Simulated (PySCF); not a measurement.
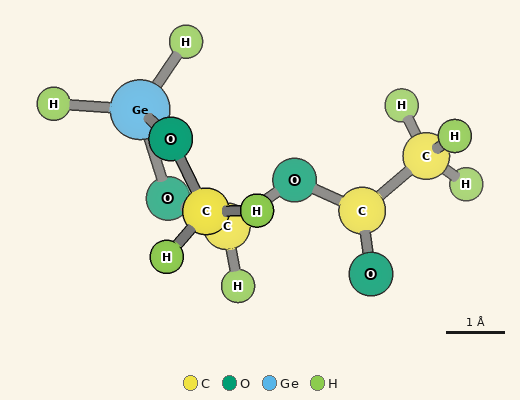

*The starting structure (ball-and-stick view, seen at a tilt). Sticks mark near contacts.*

## Run report: C4H8GeO4, geometry relaxation

System: C4H8GeO4.
Method: PBE0-D3(BJ)/def2-SVP geometry optimisation, gas phase (PySCF 2.14.0).

It belongs to a series of runs on one base structure; here: H on C replaced by OCOCH3.

Log:
```
step   0  E = -2533.82047434  max force = 0.034164
step   1  E = -2533.82530149  max force = 0.012514
step   2  E = -2533.82626010  max force = 0.005483
step   3  E = -2533.82647408  max force = 0.001434
step   4  E = -2533.82655075  max force = 0.003624
step   5  E = -2533.82664621  max force = 0.001796
step   6  E = -2533.82668225  max force = 0.000672
step   7  E = -2533.82669289  max force = 0.000379
optimisation converged
```

Trajectory as extended XYZ (Å, eV, eV/Å), 8 frames, from step=0 to step=7:
```
17
Properties=species:S:1:pos:R:3:forces:R:3 step=0 energy=-68948.76703
C     2.5792    1.0934    0.5505   -1.7461   0.7763   0.0115
C     1.6668    0.1042   -0.1296    1.2263   0.1841   0.2043
O     2.0303   -0.8665   -0.7301    0.3523  -0.6539  -0.3694
O     0.4098    0.4277    0.0168   -1.7568   0.1616  -0.1497
C    -0.5943   -0.4481   -0.5832   -0.0379   0.2952   0.6880
C    -0.9487   -1.5269    0.4444   -0.2410   0.1350  -0.0347
O    -1.7764   -0.9472    1.4176   -0.1806   0.0079   0.3781
Ge   -2.4438    0.5844    0.7946   -0.4798  -0.1396   0.5567
O    -1.7097    0.3267   -0.7898    0.5725   0.1158  -0.8964
H     3.0334    0.6465    1.4139    0.4916  -0.4696   0.6748
H     3.3309    1.4231   -0.1358    0.8384   0.1599  -0.6195
H     1.9835    1.9760    0.8791    0.3612  -0.4129  -0.0991
H    -0.2225   -0.8430   -1.5164    0.3632  -0.2118  -0.5479
H    -0.0591   -1.9059    0.9383    0.5024  -0.2701   0.0341
H    -1.4656   -2.3624   -0.0586    0.0237  -0.0389  -0.0940
H    -1.8868    1.7722    1.5431    0.1008   0.3253   0.2257
H    -3.9435    0.5575    0.6047   -0.3900   0.0355   0.0376
17
Properties=species:S:1:pos:R:3:forces:R:3 step=1 energy=-68948.89839
C     2.2352    1.0323    0.7812    0.2946   0.0735   0.0982
C     1.2936    0.0444    0.1691   -0.5155  -0.0802  -0.1091
O     1.6175   -0.9626   -0.4065   -0.0056   0.0826   0.0834
O     0.0038    0.4069    0.3471    0.4561  -0.0903   0.0473
C    -1.0168   -0.4707   -0.1584    0.0792   0.0195  -0.1402
C    -1.3472   -1.5327    0.9012    0.0704   0.0053  -0.0290
O    -2.1671   -0.9588    1.8964   -0.0047   0.0344  -0.0303
Ge   -2.9551    0.5127    1.2546    0.3301  -0.0188  -0.5524
O    -2.1244    0.3125   -0.3781   -0.4390   0.1322   0.6435
H     2.7325    0.5580    1.6464   -0.0549   0.0434  -0.1384
H     3.0203    1.2975    0.0545   -0.0829  -0.1050   0.0647
H     1.7244    1.9384    1.1191   -0.0886   0.0446   0.0155
H    -0.6572   -0.9137   -1.1045   -0.0684   0.0107   0.1506
H    -0.4196   -1.9188    1.3542   -0.0529   0.0138  -0.0024
H    -1.8621   -2.3757    0.4037   -0.0112   0.0074   0.0151
H    -2.4952    1.7638    2.0328   -0.0632  -0.1353  -0.0982
H    -4.4820    0.4067    1.0741    0.1567  -0.0378  -0.0183
17
Properties=species:S:1:pos:R:3:forces:R:3 step=2 energy=-68948.92447
C     2.2529    1.0277    0.7662    0.0336   0.0804   0.0418
C     1.2801    0.0396    0.1971   -0.1737   0.0538   0.0734
O     1.5843   -0.9945   -0.3374   -0.0077  -0.0439  -0.0439
O     0.0058    0.4315    0.3713    0.1615   0.0131  -0.0879
C    -1.0183   -0.4343   -0.1476    0.0685  -0.1172  -0.0714
C    -1.3344   -1.5176    0.8916   -0.0230  -0.0321  -0.0153
O    -2.1607   -0.9668    1.8915   -0.0127   0.0197   0.0738
Ge   -2.9688    0.4920    1.2539    0.0687  -0.0009  -0.2160
O    -2.1367    0.3401   -0.3536   -0.0442   0.0748   0.2820
H     2.7423    0.5738    1.6415   -0.0082   0.0005  -0.0135
H     3.0367    1.2315    0.0238   -0.0096  -0.0232   0.0012
H     1.7626    1.9604    1.0688   -0.0026  -0.0132  -0.0093
H    -0.6608   -0.8663   -1.0945   -0.0205   0.0137   0.0037
H    -0.4057   -1.9019    1.3402   -0.0155   0.0030  -0.0090
H    -1.8433   -2.3572    0.3828    0.0066  -0.0102  -0.0099
H    -2.5564    1.7393    2.0427   -0.0023   0.0104   0.0123
H    -4.4794    0.3429    1.0488   -0.0191  -0.0287  -0.0120
17
Properties=species:S:1:pos:R:3:forces:R:3 step=3 energy=-68948.93029
C     2.2624    1.0320    0.7596   -0.0090  -0.0269  -0.0134
C     1.2835    0.0362    0.2089   -0.0719   0.0633   0.0437
O     1.5751   -1.0088   -0.3124    0.0737  -0.0326  -0.0200
O     0.0164    0.4391    0.3755   -0.0159   0.0023  -0.0397
C    -1.0120   -0.4240   -0.1410    0.0081  -0.0403   0.0117
C    -1.3350   -1.5156    0.8891   -0.0273   0.0000   0.0012
O    -2.1633   -0.9713    1.8925    0.0405  -0.0067   0.0322
Ge   -2.9769    0.4839    1.2537   -0.0562   0.0040  -0.0082
O    -2.1270    0.3599   -0.3320    0.0396   0.0412   0.0026
H     2.7484    0.5925    1.6424    0.0105  -0.0039   0.0271
H     3.0460    1.2100    0.0118    0.0199   0.0083  -0.0117
H     1.7759    1.9734    1.0408    0.0052  -0.0164  -0.0115
H    -0.6626   -0.8483   -1.0929   -0.0073  -0.0029  -0.0280
H    -0.4094   -1.9076    1.3353    0.0042  -0.0024   0.0113
H    -1.8454   -2.3494    0.3715    0.0133   0.0022  -0.0157
H    -2.5947    1.7275    2.0618   -0.0017   0.0212   0.0216
H    -4.4812    0.3110    1.0221   -0.0257  -0.0106  -0.0032
17
Properties=species:S:1:pos:R:3:forces:R:3 step=4 energy=-68948.93238
C     2.2775    1.0280    0.7552   -0.0933   0.0153  -0.0029
C     1.2850    0.0385    0.2156    0.1863   0.0129   0.0359
O     1.5861   -1.0130   -0.2886   -0.1115  -0.0455  -0.0343
O     0.0213    0.4506    0.3696   -0.0076  -0.0239  -0.0330
C    -1.0121   -0.4113   -0.1395   -0.0283   0.0118   0.0611
C    -1.3322   -1.5067    0.8884   -0.0271   0.0046   0.0120
O    -2.1610   -0.9690    1.8960    0.0558   0.0011  -0.0208
Ge   -2.9965    0.4737    1.2536   -0.0881  -0.0143   0.1055
O    -2.1270    0.3774   -0.3175    0.0953   0.0114  -0.1261
H     2.7524    0.5964    1.6482   -0.0035  -0.0019   0.0240
H     3.0675    1.1791    0.0079    0.0055   0.0101  -0.0082
H     1.8029    1.9804    1.0160    0.0188   0.0233   0.0083
H    -0.6717   -0.8313   -1.0964   -0.0046  -0.0114  -0.0293
H    -0.4055   -1.8989    1.3317    0.0051  -0.0024   0.0139
H    -1.8400   -2.3393    0.3663    0.0079   0.0015  -0.0093
H    -2.6516    1.7191    2.0779   -0.0074   0.0045   0.0044
H    -4.4949    0.2667    1.0024   -0.0034   0.0030  -0.0013
17
Properties=species:S:1:pos:R:3:forces:R:3 step=5 energy=-68948.93498
C     2.2823    1.0224    0.7565   -0.0163  -0.0319  -0.0272
C     1.2891    0.0343    0.2162    0.0727  -0.0410   0.0164
O     1.5749   -1.0267   -0.2784   -0.0046   0.0239  -0.0036
O     0.0291    0.4589    0.3599   -0.0622   0.0307  -0.0114
C    -1.0099   -0.4002   -0.1415   -0.0198   0.0267   0.0486
C    -1.3238   -1.4961    0.8875   -0.0149  -0.0112   0.0088
O    -2.1504   -0.9622    1.8984    0.0252   0.0276  -0.0350
Ge   -3.0087    0.4672    1.2532   -0.0375  -0.0341   0.0924
O    -2.1247    0.3908   -0.3131    0.0740   0.0005  -0.0863
H     2.7429    0.5979    1.6611   -0.0072   0.0037   0.0059
H     3.0826    1.1591    0.0168    0.0041   0.0070   0.0074
H     1.8133    1.9820    1.0007    0.0024   0.0117   0.0021
H    -0.6770   -0.8203   -1.1018   -0.0111  -0.0060  -0.0077
H    -0.3947   -1.8860    1.3284   -0.0065   0.0000   0.0034
H    -1.8293   -2.3298    0.3648   -0.0002  -0.0057  -0.0002
H    -2.6928    1.7156    2.0864   -0.0088  -0.0083  -0.0097
H    -4.5023    0.2333    0.9918    0.0109   0.0065  -0.0041
17
Properties=species:S:1:pos:R:3:forces:R:3 step=6 energy=-68948.93596
C     2.2857    1.0182    0.7597    0.0147  -0.0108  -0.0095
C     1.2915    0.0338    0.2169    0.0149  -0.0299  -0.0224
O     1.5723   -1.0296   -0.2755    0.0127   0.0271   0.0137
O     0.0328    0.4668    0.3525   -0.0345   0.0060   0.0159
C    -1.0084   -0.3926   -0.1423   -0.0026   0.0174  -0.0072
C    -1.3186   -1.4894    0.8872    0.0057  -0.0077  -0.0022
O    -2.1426   -0.9563    1.8993   -0.0043   0.0267  -0.0088
Ge   -3.0175    0.4607    1.2514    0.0042  -0.0176   0.0226
O    -2.1218    0.3994   -0.3129   -0.0006  -0.0063  -0.0046
H     2.7335    0.5966    1.6722   -0.0046   0.0058   0.0016
H     3.0951    1.1462    0.0281   -0.0002  -0.0032   0.0089
H     1.8217    1.9830    0.9938   -0.0023  -0.0008  -0.0009
H    -0.6809   -0.8142   -1.1043    0.0003  -0.0041   0.0052
H    -0.3886   -1.8776    1.3273   -0.0023  -0.0025  -0.0016
H    -1.8232   -2.3247    0.3658   -0.0004   0.0009  -0.0009
H    -2.7248    1.7117    2.0878   -0.0029  -0.0016  -0.0036
H    -4.5059    0.2084    0.9798    0.0020   0.0006  -0.0060
17
Properties=species:S:1:pos:R:3:forces:R:3 step=7 energy=-68948.93625
C     2.2877    1.0168    0.7628    0.0099   0.0048  -0.0066
C     1.2927    0.0345    0.2182   -0.0018  -0.0195  -0.0004
O     1.5727   -1.0319   -0.2677    0.0066   0.0163  -0.0010
O     0.0342    0.4719    0.3478   -0.0115   0.0040   0.0083
C    -1.0078   -0.3876   -0.1444   -0.0013   0.0050  -0.0063
C    -1.3146   -1.4853    0.8852    0.0081  -0.0069  -0.0031
O    -2.1366   -0.9527    1.8990   -0.0048   0.0075   0.0047
Ge   -3.0230    0.4554    1.2502    0.0104  -0.0024  -0.0050
O    -2.1223    0.4033   -0.3126   -0.0075  -0.0054   0.0061
H     2.7235    0.5998    1.6831   -0.0051   0.0025   0.0022
H     3.1052    1.1349    0.0389    0.0011  -0.0048   0.0049
H     1.8272    1.9860    0.9857   -0.0020  -0.0008  -0.0024
H    -0.6831   -0.8098   -1.1072    0.0044   0.0010   0.0034
H    -0.3835   -1.8727    1.3235   -0.0023  -0.0024  -0.0014
H    -1.8189   -2.3212    0.3644   -0.0036   0.0022   0.0012
H    -2.7451    1.7088    2.0877   -0.0007  -0.0004  -0.0009
H    -4.5080    0.1901    0.9723    0.0001  -0.0007  -0.0038
```

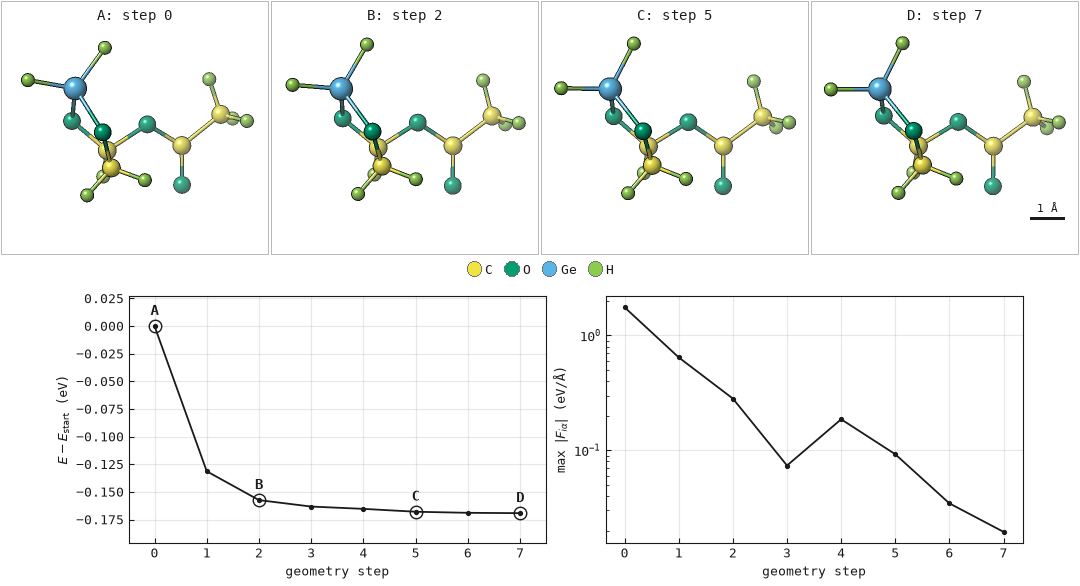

*Frames of the relaxation (ball-and-stick view, seen at a tilt) above the curves, on which the letters mark them (steps are counted from 0).*

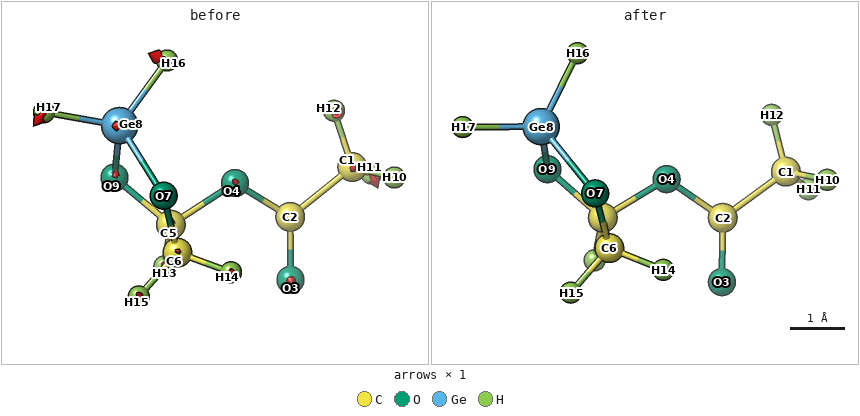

*Before (left) and after (right) the relaxation, at one scale (ball-and-stick view, seen at a tilt). The red arrows give the displacements, at true length.*

The largest move after the best rigid fit is that of H16, 0.51 Å. By element the largest moves are H 0.51 Å, Ge 0.20 Å, O 0.17 Å, C 0.14 Å. Among the contacts that change: Ge8–O9 1.765 → 1.804 Å, C2–O4 1.306 → 1.339 Å, C1–H10 1.073 → 1.100 Å, O4–C5 1.461 → 1.438 Å. Among the angles that change: H10–C1–H11 110.3° → 107.3°, C2–C1–H12 109.2° → 112.0°, O4–C5–C6 107.8° → 110.0°. The energy falls by 0.169 eV in 7 geometry steps. Largest force component: 1.8 eV/Å at the start, 0.019 eV/Å at the end. (Atoms are counted from 1 in the order of the input.)

This output came from the following input.

The input:
```
{"job": {"xc": "PBE0", "basis": "def2-SVP", "d3": "d3bj", "grid": 1, "shake": 0.01, "kind": "geom"}, "charge": 0, "multiplicity": 1}
C      2.579200     1.093360     0.550500
C      1.666810     0.104250    -0.129560
O      2.030340    -0.866490    -0.730060
O      0.409750     0.427690     0.016790
C     -0.594300    -0.448100    -0.583220
C     -0.948740    -1.526850     0.444430
O     -1.776430    -0.947190     1.417590
Ge    -2.443760     0.584390     0.794620
O     -1.709710     0.326730    -0.789760
H      3.033400     0.646500     1.413920
H      3.330910     1.423120    -0.135820
H      1.983510     1.976020     0.879070
H     -0.222550    -0.843050    -1.516410
H     -0.059080    -1.905890     0.938320
H     -1.465570    -2.362430    -0.058590
H     -1.886800     1.772220     1.543140
H     -3.943500     0.557550     0.604690
```

The first line tells a small driver script what to run in PySCF; the rest is the geometry in Å.

Launched with:
```bash
OMP_NUM_THREADS=1 python <driver script> task.json out
```

Summary:

| quantity | value |
| --- | --- |
| outcome | converged |
| total energy | −2533.826693 hartree |
| dipole moment | 2.13 D |
| point group | C1 |
| hardware | 1 CPU thread, shared host |
| wall time | 4.6 min |
| peak memory | 0.86 GiB |
